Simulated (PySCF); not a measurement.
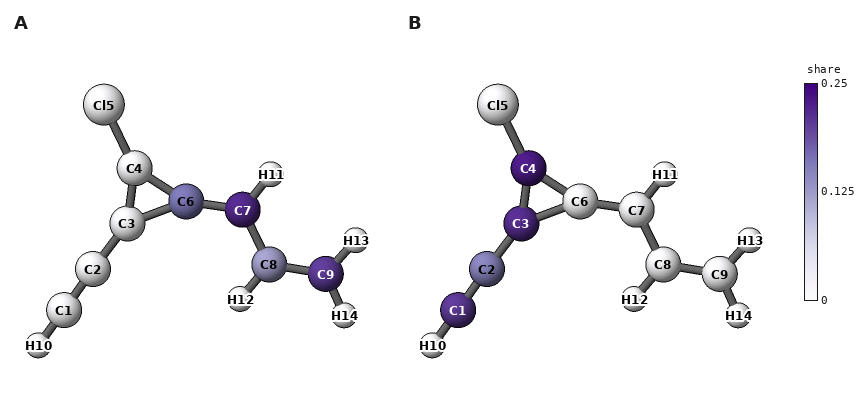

Each panel colours the atoms by their Löwdin share in one orbital (up to four of the largest shares; other atoms are shown as zero). The computed structure is the end point of a GFN2-xTB optimisation. No frequency run is at hand to confirm it as a minimum. Method: PBE0/def2-SVPD (PySCF 2.14.0).

The panels show the HOMO, LUMO, in some order. Which is which?

Answer. A: HOMO, −5.78 eV; C7 0.21, C9 0.20, C6 0.16, C8 0.12
B: LUMO, −2.04 eV; C4 0.23, C3 0.21, C1 0.20, C2 0.15
